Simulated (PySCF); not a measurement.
**C4H11F3N2Si: density, localisation and related maps**

```xyz
21

C     3.0115   -0.5268   -0.7057
C     2.0236   -0.6142    0.4536
N     1.0124    0.4192    0.4152
Si   -0.3996    0.3073   -0.5387
N    -1.4305   -0.8496    0.1819
C    -2.8206   -1.0720   -0.1632
C    -1.2831    2.0165   -0.3001
F    -1.7241    2.2470    0.9503
F    -2.3659    2.1482   -1.0999
F    -0.4833    3.0645   -0.6065
H     3.5167    0.4361   -0.7001
H     3.7590   -1.3114   -0.6245
H     2.4862   -0.6355   -1.6507
H     1.5118   -1.5772    0.4256
H     2.5643   -0.5411    1.4024
H     1.4198    1.3343    0.5424
H    -0.2368    0.2085   -2.0012
H    -1.0090   -1.6721    0.5863
H    -3.2549   -0.1403   -0.5145
H    -2.9355   -1.8238   -0.9494
H    -3.3706   -1.4006    0.7194
```

Geometry: GFN2-xTB.

Theory: PBE0/pcSseg-1, SCF density, gas phase, non-relativistic in PySCF.

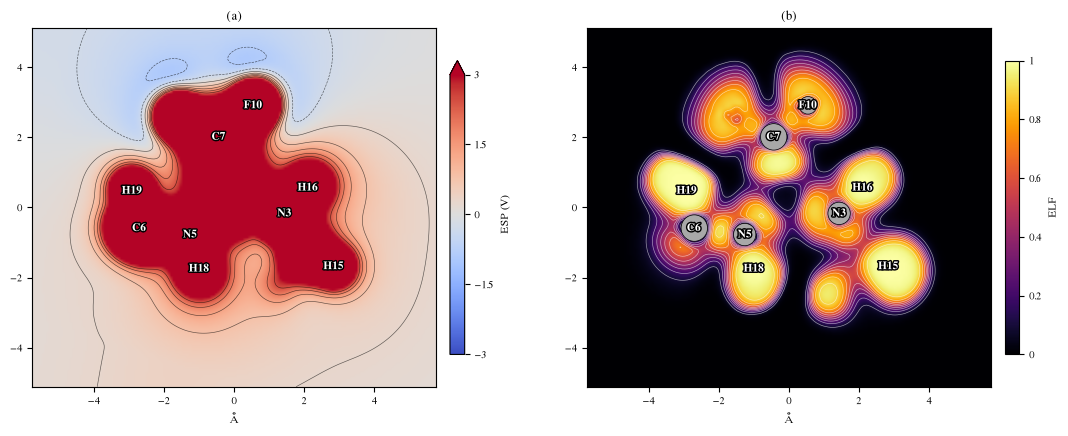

Figure 1. (a) molecular electrostatic potential; (b) ELF on the plane of atoms N5, C6 and H19. Grey discs cover the atomic cores in the ELF map.

**Interpret the plot.**

The plane passes through N, C, F and H nuclei. C–F (1.35 Å): the ELF peaks at about 0.85 between the atoms, as expected for a shared but strongly polarised pair. C–N (1.45 Å): the ELF peaks at about 0.95 between the atoms, as expected for a covalent bond. N–H (1.01 Å): the ELF climbs to about 1 towards the hydrogen, as it does in any bond to H (a covalent bond by its length). C–H (1.09 Å): the ELF climbs to about 1 towards the hydrogen: a covalent bond by its length. The ELF also peaks beside F9 and F10, away from the bonds: lone-pair regions. Outside the dense part of the molecule the potential is most negative (−0.9 V) near F9, which lies off the plane.

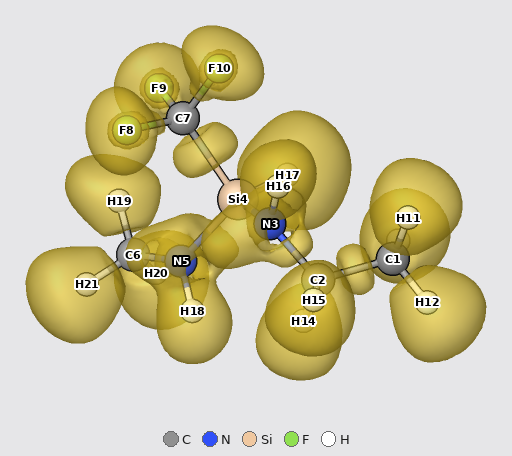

Figure 2. Isosurface of the ELF at 0.75 (yellow), seen at a tilt. Core shells and regions of very low density are left out.

**Where are the electrons localised?**

The ELF exceeds this value in one region between bonded C–C atoms (shared pairs), one region between bonded C–Si atoms (shared pairs), nine regions around hydrogen nuclei, three regions on F in which the atom's valence shell and bonds are merged and two joined regions spread over several atoms (H, N), in which their bonds and any lone pairs are merged.

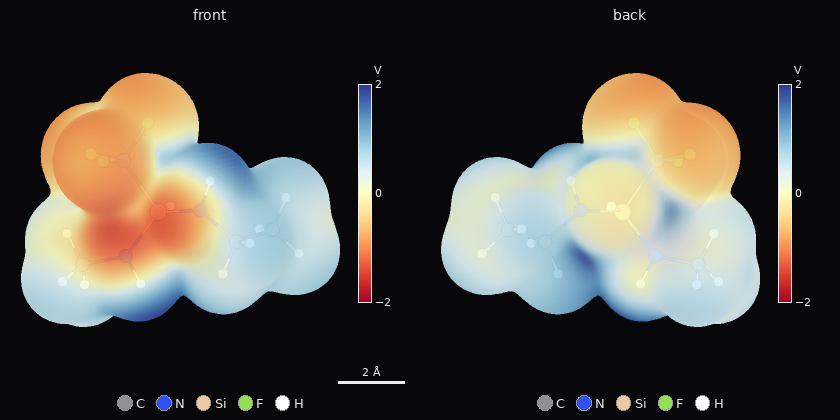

Figure 3. The molecular electrostatic potential painted on the density surface at 0.002 e/bohr³, seen from the front and from behind; red is negative and blue positive.

**Describe the electrostatic potential map.**

The most negative region (about −1.3 V) lies over N3 and N5, the most positive (about +1.8 V) over Si4 and H18.

**What dipole moment does the calculation give?**

Its dipole moment is 3.73 D.
